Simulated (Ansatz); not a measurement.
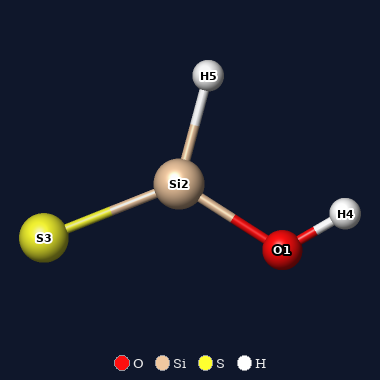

The system is H₂OSSi, SMILES O[SiH]=S; the picture shows the reference structure. The first coordinate is: umbrella angle at Si2 (between each of its bonds and their common axis; 90 is planar); the second: change of the bonds Si2–O1, Si2–S3, Si2–H5, all alike. Nothing is relaxed (all other coordinates rigid). Grid: 15 × 15 points; 120 points were computed and 105 follow by symmetry. Points are written as (first, second). All energies are given in kcal/mol relative to the relaxed molecule at the same level. Theory: RKS PBE0-D4/def2-TZVP (Ansatz).

Its coordinates:

```yaml
atoms:
  - { symbol: O, position_ang: [-0.4592, -0.0336, -1.1169] }
  - { symbol: Si, position_ang: [0.2521, 0.1666, 0.3285] }
  - { symbol: S, position_ang: [1.4843, 1.5738, 0.7941] }
  - { symbol: H, position_ang: [-1.0557, -0.7802, -1.2167] }
  - { symbol: H, position_ang: [-0.2216, -0.9266, 1.2109] }
```

Range: umbrella angle at Si2 (between each of its bonds and their common axis; 90 is planar) from 66.0 to 114.0°; change of the bonds Si2–O1, Si2–S3, Si2–H5, all alike from −0.185 to 0.285 Å.

Question: What landscape does the calculation give?

Answer: The lowest grid point is at (90.0°, 0.017 Å), 0.28 kcal/mol from the relaxed molecule at the same level. It is the only kind of minimum in the scanned range. The highest grid point, (66.0°, −0.185 Å), lies 95.3 kcal/mol above the lowest. Round the minimum the two coordinates are nearly uncoupled.

```tsv
second ↓, first →	66.0	69.4	72.9	76.3	79.7	83.1	86.6	90.0	93.4	96.9	100.3	103.7	107.1	110.6	114.0
0.285	72.8	67.4	62.7	59.0	56.1	54.1	52.8	52.4	52.8	54.1	56.1	59.0	62.7	67.4	72.8
0.252	64.9	59.2	54.2	50.2	47.1	44.9	43.5	43.1	43.5	44.9	47.1	50.2	54.2	59.2	64.9
0.218	57.4	51.3	45.9	41.6	38.3	35.9	34.4	34.0	34.4	35.9	38.3	41.6	45.9	51.3	57.4
0.185	50.8	44.2	38.5	33.9	30.4	27.8	26.3	25.8	26.3	27.8	30.4	33.9	38.5	44.2	50.8
0.151	44.9	37.8	31.7	26.8	23.0	20.3	18.6	18.1	18.6	20.3	23.0	26.8	31.7	37.8	44.9
0.117	40.0	32.5	25.9	20.7	16.7	13.8	12.0	11.5	12.0	13.8	16.7	20.7	25.9	32.5	40.0
0.084	36.6	28.6	21.6	16.1	11.8	8.7	6.8	6.2	6.8	8.7	11.8	16.1	21.6	28.6	36.6
0.050	34.6	26.0	18.6	12.8	8.2	5.0	3.0	2.3	3.0	5.0	8.2	12.8	18.6	26.0	34.6
0.017	34.5	25.4	17.5	11.3	6.5	3.1	1.0	0.3	1.0	3.1	6.5	11.3	17.5	25.4	34.5
−0.017	36.6	26.9	18.6	12.0	6.9	3.3	1.0	0.3	1.0	3.3	6.9	12.0	18.6	26.9	36.6
−0.050	41.1	30.9	22.0	15.1	9.7	5.9	3.5	2.8	3.5	5.9	9.7	15.1	22.0	30.9	41.1
−0.084	48.8	37.9	28.6	21.3	15.6	11.5	9.1	8.3	9.1	11.5	15.6	21.3	28.6	37.9	48.8
−0.117	59.8	48.3	38.4	30.7	24.7	20.4	17.8	17.0	17.8	20.4	24.7	30.7	38.4	48.3	59.8
−0.151	75.2	63.0	52.6	44.4	38.1	33.6	30.9	30.0	30.9	33.6	38.1	44.4	52.6	63.0	75.2
−0.185	95.6	82.6	71.6	63.0	56.4	51.7	48.8	47.9	48.8	51.7	56.4	63.0	71.6	82.6	95.6
```

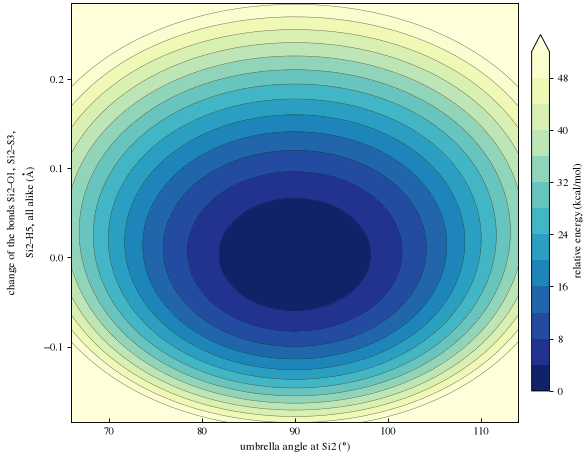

Drawn: filled contours, one colour for all values above the top of the scale. Between grid points the surface is interpolated.

Each point was launched as `ansatz run input.yaml --threads 1 --pin off --max-ram 2560MiB --backend cpu --events-out ev --progress --plain --runs-dir out`. Time for the 120 points that were run: 3.2 min on 1 thread of Intel(R) Xeon(R) 6975P-C (Granite Rapids), on a shared host.
